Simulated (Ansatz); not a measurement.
A series of calculations on B2H3O2F

### Relaxation

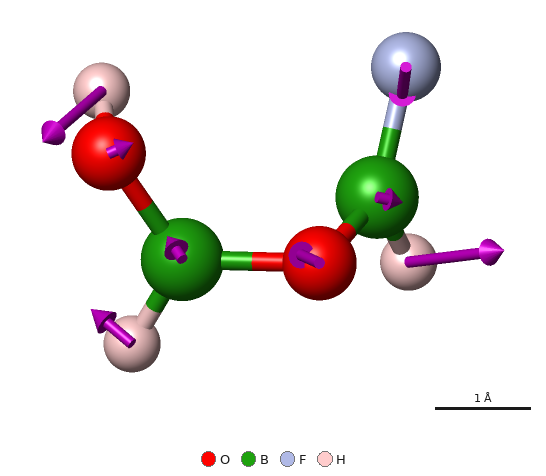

A relaxation of B₂H₃O₂F. The starting structure is drawn; purple arrows show the displacements, at their true length. The two geometries are superimposed by the best rigid fit.

The picture is a ball-and-stick view, seen at a tilt.

The run prepares an end point of a later path (torsion) calculation, from a guessed geometry.

Theory: RKS PBE-D4/def2-SVP in Ansatz. (no spin polarisation; force threshold 0.015 eV/Å; at most 40 steps)

Describe the change and its energy.

Answer. After 17 accepted moves (19 points after the start) the energy has fallen by 1.783 eV. The largest force component goes from 4 to 0.012 eV/Å. The line search rejected the trial steps at points 14, 17 of the run. The atom that moves furthest after the best rigid fit is an H atom (1.51 Å). By element the largest moves are H 1.51 Å, F 0.97 Å, O 0.80 Å, B 0.38 Å. Near-neighbour distances that change, for instance: B–O 1.473 → 1.361 Å, B–O 1.428 → 1.347 Å, H–O 1.041 → 0.973 Å, B–F 1.404 → 1.338 Å. Bond angles that change, for instance: B–O–B 107.1° → 149.2°, B–O–H 102.5° → 111.8°, O–B–F 126.6° → 119.9°. Groups turn about B–O by about 110°, B–O by about 90°, B–O by about 30°. The run took roughly 50 core-seconds on a shared host.

### Relaxation

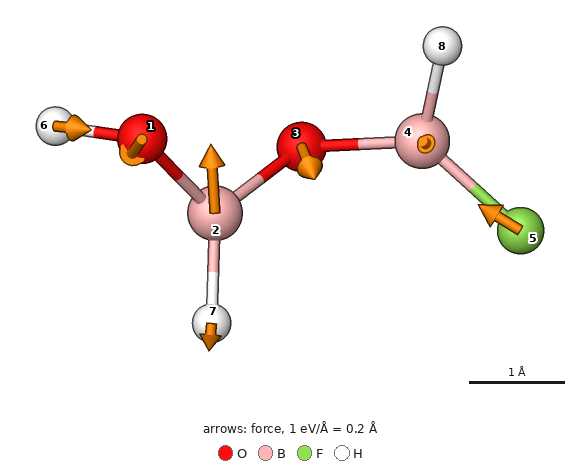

Starting geometry of B₂H₃O₂F with the computed forces as orange arrows. Style: ball-and-stick. Shown at a tilt.

The run prepares an end point of a later path (torsion) calculation, from a guessed geometry.

Method: RKS PBE-D4/def2-SVP (Ansatz).

Input
```yaml
crystal:
  periodic: [false, false, false]
  atoms:
    - { symbol: O, position_ang: [1.0175, 1.2233, 1.0686] }
    - { symbol: B, position_ang: [-0.0966, 0.2625, 1.0061] }
    - { symbol: O, position_ang: [0.1364, -1.0533, 0.418] }
    - { symbol: B, position_ang: [0.56517, -1.9145, 1.47351] }
    - { symbol: F, position_ang: [-0.25417, -2.70831, 2.2914] }
    - { symbol: H, position_ang: [0.8599, 1.8068, 0.2213] }
    - { symbol: H, position_ang: [-1.1151, 0.4992, 1.5052] }
    - { symbol: H, position_ang: [1.76628, -2.00214, 1.63211] }
basis:
  gaussian: { orbitals: def2-SVP }
hamiltonian:
  xc: pbe
  dispersion: d4
relax:
  f_tol: 0.015
  max_steps: 40
```

Launched with:
```bash
ansatz run input.yaml --threads 1 --pin off --max-ram 2048MiB --backend cpu --events-out ev --progress --plain --runs-dir out
```

### What follows when this structure is relaxed?

It isn't relaxed: the largest force vector, on B atoms, is 3.76 eV/Å. The final displacements follow the starting forces only in part (cosine between the two patterns 0.44). Over 16 accepted moves (18 points after the start) the energy falls by 1.792 eV. The largest force component goes from 3.6 to 0.0081 eV/Å. The line search rejected the trial steps at points 10, 17 of the run. The atom that moves furthest after the best rigid fit is F5 (1.15 Å). Largest moves by element: F 1.15 Å, O 0.98 Å, H 0.62 Å, B 0.15 Å. Some distances before and after: O1–B2 1.473 → 1.361 Å, B2–O3 1.460 → 1.375 Å, O3–B4 1.428 → 1.357 Å, B4–F5 1.404 → 1.333 Å. Among the angles between lasting bonds that change: B2–O3–B4 107.1° → 133.7°, B2–O1–H6 102.5° → 111.9°, O3–B4–F5 126.6° → 117.6°. Groups turn about O3–B4 by about 110°, O1–B2 by about 85°, B2–O3 by about 60°.

### Path

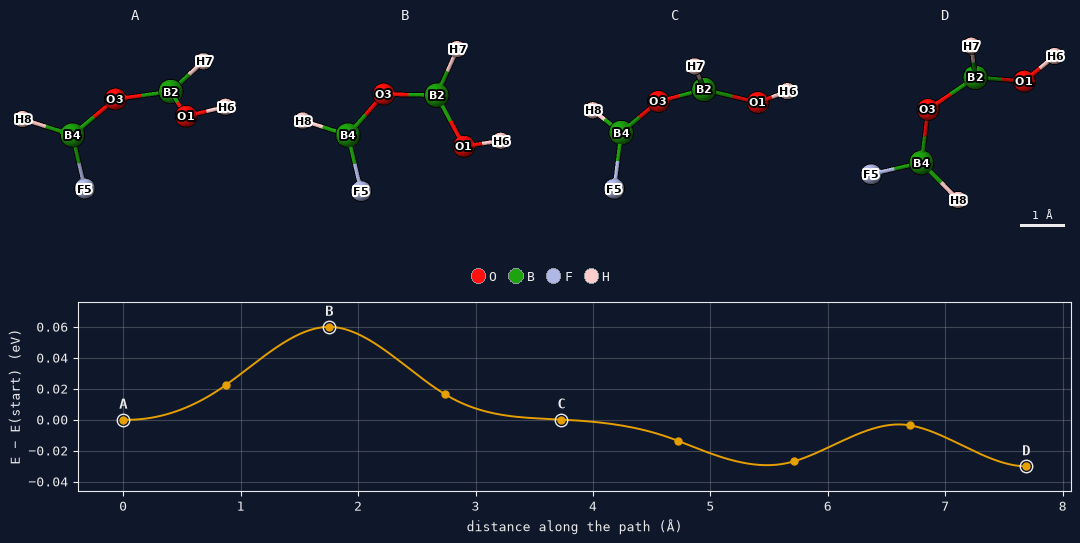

A search for the minimum-energy path of B2H3O2F by the nudged elastic band. Images are numbered from 0 (start) to 8 (end). Frames A to D are images 0, 2, 4, 8. Style: ball-and-stick. Shown from a free direction.

The calculation used RKS PBE-D4/def2-SVP in Ansatz 0.2.0. Run with 7 movable images; climbing image; force threshold 0.05 eV/Å; iteration limit 60; starting path through a guess of the saddle point.

Q: Read off the barrier and say what moves.

A: Forward barrier 0.060 eV, backward barrier 0.090 eV, with image 2 at the top; the reaction energy is −0.030 eV. The profile has 2 maxima (images 2, 7) with a dip at image 6 (−0.027 eV), so the process runs in steps. The path has more than one stage, and so few images may leave a stage unresolved. No bond forms or breaks between the ends. Among the angles between lasting bonds that change up to the highest image: B2–O3–B4 149.2° → 134.6°, O1–B2–O3 118.1° → 120.3°. The band converged in 40 iterations. The largest component of the band force went from 280 to 0.032 eV/Å. The climbing image converged on the top of the path. Its vibrational analysis gives one imaginary mode (88i cm⁻¹), as a transition state must have.

The run took about 10 core-minutes on a shared host.
